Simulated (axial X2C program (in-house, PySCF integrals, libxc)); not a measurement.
**ReI⁺: Ω levels from open-shell CI on d5 s0 p(π)0**

Which Ω levels does ReI⁺ have in the configuration d5 s0 p(π)0, and how far apart?

The runs use an in-house X2C program for linear molecules on PySCF integrals; two-component X2C, average-of-configuration Hartree–Fock and CI in the open shells.

All values are calculated.

## (1) The job

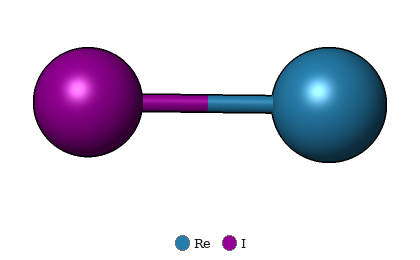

The atoms on one line, bond 2.552 Å (rhenium blue, iodine purple).

Input file task.json:

```json
{
 "zs": [
  75,
  53
 ],
 "q": 1,
 "bas": [
  "dyall-v3z",
  "dyall-v3z"
 ],
 "r0": 2.64,
 "metal": 0,
 "shells": [
  [
   2,
   [
    0,
    1,
    2
   ],
   5
  ],
  [
   0,
   [
    0
   ],
   0
  ],
  [
   1,
   [
    1
   ],
   0
  ]
 ],
 "fix": 0,
 "emax": 3.2,
 "nroots": 4
}
```

Keys: zs atomic numbers; q charge; bas basis sets; r0 starting distance in Å; metal index of the metal atom; shells open shells as [l, |m| values, electrons]; fix electron count of the first shell held; emax energy window in eV; nroots roots for each Ω.

Launch:

```sh
$ python soci.py task.json out
```

Two-component X2C with atomic mean-field Coulomb and Gaunt terms, basis Re dyall-v3z, I dyall-v3z (cores contracted in-house). Orbitals come from Hartree–Fock averaged over the configuration Re d5 s0 p(π)0; CI then distributes these electrons over the d, s, p(π) shells of Re.

## (2) CI at R = 2.552 Å

**Question.** What will these runs give? Wanted: lowest level of the model; next level; lowest curve, Re and ωe.

As calculated:

```
                 quantity                        value
lowest level of the model  Ω = 1/2, g∥ = 1.98, 100% d5
               next level      Ω = 3/2, 57 cm⁻¹ higher
  lowest curve, Re and ωe          2.589 Å, 215.0 cm⁻¹
```

In the lowest level ⟨Sz⟩ = 0.49 and ⟨Lz⟩ = 0.01; its leading determinant has weight 0.12 among 649. From 2.552 to 2.756 Å the gap from the lowest to the fifth level goes from 16422 to 17228 cm⁻¹. Without dynamic correlation distances can be off by several hundredths of an Å, and the wavenumbers are rough. Dynamic correlation is missing, so gaps between terms are too wide and other configurations may lie lower; the lowest level listed is that of this model, not necessarily the ground state. For d shells the ligand-field splittings (σ, π, δ) and their order can be off by a thousand cm⁻¹ or more. At most 4 roots were kept for each Ω > 0 (twice that for Ω = 0) within 3.2 eV of the lowest, so higher up levels can be missing between those listed; levels with Ω > 0 are doubly degenerate and listed once, Ω = 0 levels singly. Some active spinors are only partly of the character that their shell is named for, so the shell names and counts are nominal. States that fill the shells left empty in the average are placed too high.
